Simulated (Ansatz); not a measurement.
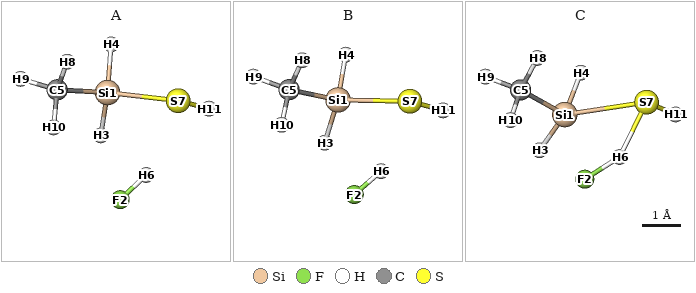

3 geometries from a converged minimum-energy path of CH7FSSi, made up at the start of CH$_{5}$FSi and H₂S, shuffled. The picture is a ball-and-stick view, seen from a free direction.

Level of theory: Ansatz 0.2.0, RKS revPBE-D4/def2-SVP. Set-up: 7 movable images; climbing image; force threshold 0.05 eV/Å; iteration limit 60; starting path through a guess of the saddle point.

Q: One of them is the converged climbing image. Which?

A: C. In order along the path, whose images run from 0 to 8: C (image 4, +1.49 eV), B (image 6, +0.71 eV), A (image 7, +0.53 eV). Breaking: H6–S7 (1.36 → 1.62 at the top → 2.19 Å), Si1–F2 (1.66 → 2.00 at the top → 3.24 Å). Forming: F2–H6 (2.23 → 1.17 at the top → 0.95 Å), Si1–S7 (3.89 → 2.51 at the top → 2.20 Å).

Limits of the set-up: the start holds two separate molecules, 2.2 Å apart at their closest, whose relative position is a soft coordinate.

Cost: 2.5 min on 2 threads of Intel(R) Xeon(R) Platinum 8488C (Sapphire Rapids), on a shared host, peak memory 0.17 GiB.
